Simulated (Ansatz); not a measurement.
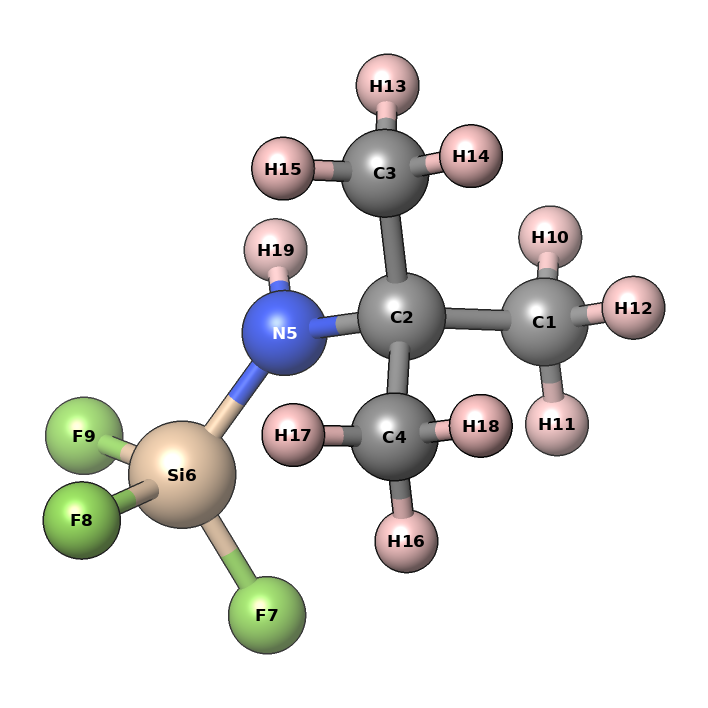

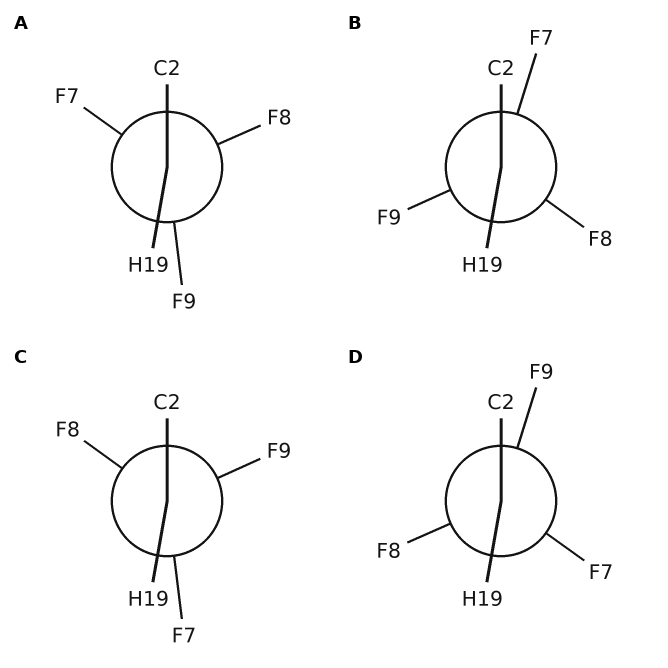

Atoms fade into the background with distance from the viewer. Bonds that would overlap in a projection are set slightly apart. The geometry was computed by an optimisation with PBE0-D4/def2-TZVP. No frequency run is at hand to confirm it as a minimum.

Which Newman projection shows the view along N5–Si6, with N5 in front?

A. The torsion angle C2–N5–Si6–F7 is −54°, synclinal (gauche).
